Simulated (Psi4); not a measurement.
# MP2/def2-QZVPPD (density fitting, density fitting for correlation, sweep point 7) run of CH5Al (SMILES [CH3][AlH2])

Aim: the energy change on altering one bond length of CH5Al at MP2/def2-QZVPPD (density fitting, density fitting for correlation, sweep point 7), from 2 runs. 

Program for the calculation: Psi4 1.11.

### Step 1. The structure to begin with

The species is CH5Al (7 atoms), meant as a singlet with charge 0. SMILES: `[CH3][AlH2]`. The shape is that of a PBE0-D4/def2-TZVP optimisation.

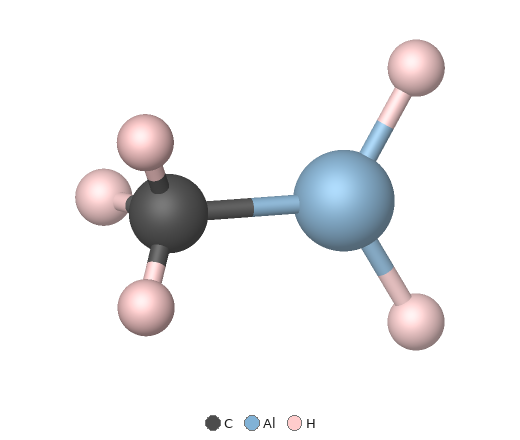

The structure, seen from a chosen angle (carbon dark grey, aluminium light blue, hydrogen pink).

### Step 2. A single-point energy at MP2/def2-QZVPPD (density fitting, density fitting for correlation, sweep point 7)

The input, job.dat:

```
memory 1600 MB

molecule mol {
  0 1
  C     -0.448500    -0.695600    -0.355500
  Al     0.562900     0.778300     0.424700
  H     -1.063100    -1.219600     0.380800
  H     -1.134400    -0.306400    -1.118200
  H      0.193400    -1.425500    -0.855600
  H      0.016000     1.549300     1.703400
  H      1.934800     1.251600    -0.225400
  symmetry c1
}

set reference rhf
set puream true
set scf_type df
set num_frozen_docc 6

E, wfn = energy('mp2/def2-QZVPPD', return_wfn=True)
print_variables()
```

The run is started by

```sh
$ psi4 -n 1 job.dat job.out
```

job.out:

```text
[...]
  Running in c1 symmetry.
[...]
  Nuclear repulsion =   50.618451726653156
[...]
  Multiplicity = 1
[...]
  Nalpha       = 12
  Nbeta        = 12
[...]
    Number of basis functions: 304
[...]
   @DF-RHF iter   1:  -282.61302849056358   -7.48706e-01   1.43235e-03 ADIIS/DIIS
[...]
   @DF-RHF iter  10:  -282.71430893575280   -2.40448e-11   2.53182e-09 DIIS
[...]
    Orbital Energies [Eh]
    ---------------------
    Doubly Occupied:
       1A    -58.459157     2A    -11.191978     3A     -4.874250
       4A     -3.189828     5A     -3.186934     6A     -3.186675
       7A     -0.920921     8A     -0.547942     9A     -0.544884
      10A     -0.539741    11A     -0.420002    12A     -0.410038
[...]
  @DF-RHF Final Energy:  -282.71430893575280
   => Energetics <=
    Nuclear Repulsion Energy =             50.6184517266531557
    One-Electron Energy =                -491.7208260562405258
    Two-Electron Energy =                 158.3880653938344949
    Total Energy =                       -282.7143089357528538
[...]
 Multipole Moments:
 ------------------------------------------------------------------------------------
     Multipole            Electronic (a.u.)      Nuclear  (a.u.)        Total (a.u.)
 ------------------------------------------------------------------------------------
 L = 1.  Multiply by 2.5417464519 to convert [e a0] to [Debye]
 Dipole X            :          1.2744016           -1.4049734           -0.1305719
 Dipole Y            :          1.7248356           -1.9307177           -0.2058821
 Dipole Z            :          1.0082419           -1.1061640           -0.0979222
 Magnitude           :                                                    0.2627265
[...]
```

Wall time 7.8 s (1 thread of Intel Xeon Platinum 8259CL at 2.50GHz (Skylake/Cascade Lake), shared host); peak memory 0.72 GiB.

### Step 3. The distorted shape

The input, job.inp:

```
memory 1600 mb

molecule system {
  0 1
  C     -0.311339    -0.773429    -0.202981
  Al     0.700061     0.700471     0.577219
  H     -0.925939    -1.297429     0.533319
  H     -1.134400    -0.306400    -1.118200
  H      0.330561    -1.503329    -0.703081
  H      0.153161     1.471471     1.855919
  H      2.071961     1.173771    -0.072881
  symmetry c1
}

set basis def2-QZVPPD
set puream true
set scf_type df
set num_frozen_docc 6

energy('mp2')
print_variables()
```

The run is started by

```sh
$ psi4 job.inp job.out -n 1
```

job.out:

```text
[...]
  Running in c1 symmetry.
[...]
  Nuclear repulsion =   49.912739190483535
[...]
  Multiplicity = 1
[...]
  Nalpha       = 12
  Nbeta        = 12
[...]
    Number of basis functions: 304
[...]
   @DF-RHF iter   1:  -282.59138338537048   -8.23102e-01   1.38458e-03 DIIS/ADIIS
[...]
   @DF-RHF iter  10:  -282.69260895062735   -6.34373e-11   3.33892e-09 DIIS
[...]
    Orbital Energies [Eh]
    ---------------------
    Doubly Occupied:
       1A    -58.461053     2A    -11.217094     3A     -4.876005
       4A     -3.191614     5A     -3.188716     6A     -3.188464
       7A     -0.903578     8A     -0.550209     9A     -0.549824
      10A     -0.498978    11A     -0.421094    12A     -0.411047
[...]
  @DF-RHF Final Energy:  -282.69260895062735
   => Energetics <=
    Nuclear Repulsion Energy =             49.9127391904835349
    One-Electron Energy =                -490.2953447941040963
    Two-Electron Energy =                 157.6899966529932158
    Total Energy =                       -282.6926089506273456
[...]
 Multipole Moments:
 ------------------------------------------------------------------------------------
     Multipole            Electronic (a.u.)      Nuclear  (a.u.)        Total (a.u.)
 ------------------------------------------------------------------------------------
 L = 1.  Multiply by 2.5417464519 to convert [e a0] to [Debye]
 Dipole X            :          1.4500563           -1.5217507           -0.0716944
 Dipole Y            :          1.6279586           -1.8644550           -0.2364965
 Dipole Z            :          1.2031128           -1.2360169           -0.0329041
 Magnitude           :                                                    0.2493057
[...]
```

Wall time 8.1 s (1 thread of Intel Xeon Platinum 8259CL at 2.50GHz (Skylake/Cascade Lake), shared host); peak memory 0.71 GiB.

### Step 4. What came out

At MP2/def2-QZVPPD (density fitting, density fitting for correlation, sweep point 7), 6 core orbitals frozen:

| quantity | value |
| --- | --- |
| first shape: total energy | -283.00182 Eh |
| first shape: HOMO energy (Hartree–Fock orbitals) | -11.16 eV |
| first shape: LUMO energy (Hartree–Fock orbitals) | 0.90 eV |
| first shape: HOMO–LUMO gap (Hartree–Fock orbitals) | 12.06 eV |
| first shape: correlation energy (6 core orbitals frozen) | -287.5 mEh |
| distorted shape: total energy | -282.98126 Eh |
| distorted shape: HOMO energy (Hartree–Fock orbitals) | -11.19 eV |
| distorted shape: LUMO energy (Hartree–Fock orbitals) | 0.86 eV |
| distorted shape: HOMO–LUMO gap (Hartree–Fock orbitals) | 12.04 eV |
| distorted shape: correlation energy (6 core orbitals frozen) | -288.7 mEh |
| energy change with the C1–H4 bond stretched from 1.097 to 1.316 Å | 0.560 eV |

What this shows: With the C1–H4 bond stretched from 1.097 to 1.316 Å the energy rises by 0.56 eV (54.0 kJ/mol). The first shape isn't relaxed at this level, so the change isn't measured from a minimum.
